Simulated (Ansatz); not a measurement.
# Pressure series in Zr

The reference is Zr in the hcp (Mg type) structure (space group P6_3/mmc, No. 194; a = 3.232 Å, c = 5.174 Å).

Cell and atoms are relaxed at each pressure.

Levels (all Ansatz, a quantum-chemistry and plane-wave program, PAW, earlier PAW set): PBE (420 eV, without spin-orbit coupling); PBEsol (420 eV, without spin-orbit coupling).

The base cell above is that of PBE; each level relaxes its own structures.

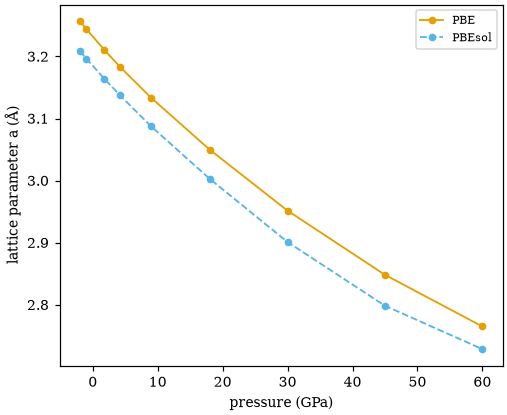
*Lattice parameter a under two levels*

Task: How do the two levels compare along the series?

Result: PBE lies above PBEsol in every row, by 0.036 Å to 0.051 Å. They put the cases in the same order.

Load acts through the strain it causes; cell and atoms are relaxed under it. Stability against distortions was not tested. No other phases were tried under pressure. All final runs are without spin polarisation.
